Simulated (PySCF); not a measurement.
Consider CH7BSi2 (SMILES [SiH3]B[C][SiH3]) (triplet).

Input file:

```
{"job": {"kind": "epr"}, "charge": 0, "multiplicity": 3}
C      0.850593     0.339560     0.393950
Si     2.318172    -0.536832    -0.264646
B     -0.511638     0.850718     0.741605
Si    -2.175160     0.058732    -0.114181
H      3.066798    -1.141882     0.879693
H      3.195223     0.454218    -0.960737
H      1.950073    -1.620264    -1.230097
H     -0.659135     1.772490     1.520035
H     -3.275274    -0.123619     0.886862
H     -2.668398     1.027247    -1.150269
H     -1.929359    -1.252230    -0.793431
```

Command:

```sh
OMP_NUM_THREADS=1 python cluster_run.py task.json out
```

Geometry: PBE0-D3(BJ)/def2-SVP.

All numbers below come from PySCF 2.14.0, density-fitted response routines, UKS B3LYP, IGLO-III on B C Si, pcH-1 on H, non-relativistic, mean-field spin-orbit, GIAO.

What can the converged electron density, electron localisation function and spin density tell about the bonding?

Answer. C–B (1.50 Å): the density is about 1.6 e/Å³ at the midpoint; the ELF peaks at about 0.95 between the atoms; a covalent bond.
C–Si (1.83 Å): the density is about 0.93 e/Å³ at the midpoint; the ELF peaks at about 0.95 between the atoms; localised, covalent bonding.
Si–B (2.03 Å): ρ at the midpoint is about 0.76 e/Å³; the ELF peaks at about 1 between the atoms: a shared electron pair.
B–H (1.22 Å): ρ at the midpoint is about 1.2 e/Å³; the ELF climbs to about 1 towards the hydrogen, as it does in any bond to H; an ordinary covalent bond to hydrogen.
The unpaired spin (2 electrons) lies mostly on C1 (about 1.3), B3 (about 0.3), Si2 (about 0.2) and Si4 (about 0.1), in electrons by Hirshfeld's partition.

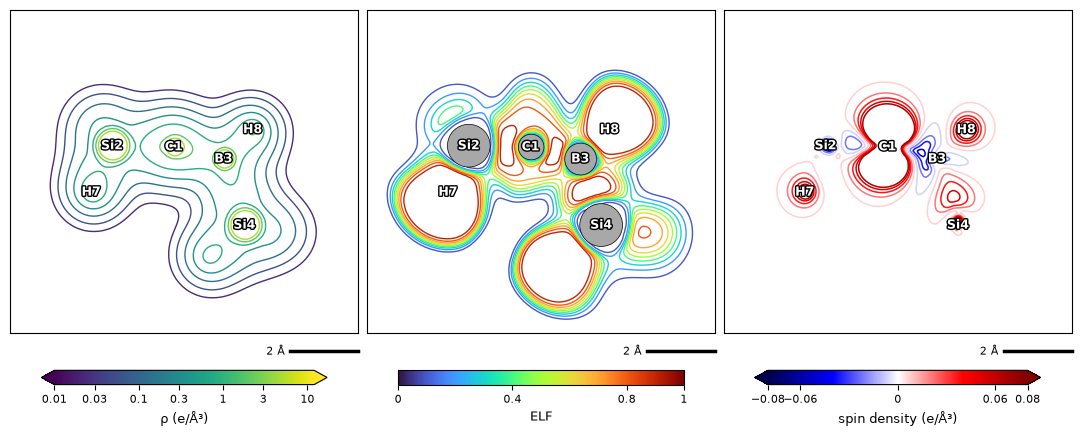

Computed electron density, electron localisation function and spin density on the plane of atoms Si2, C1 and B3, in this order. Grey discs cover the atomic cores in the ELF map. 
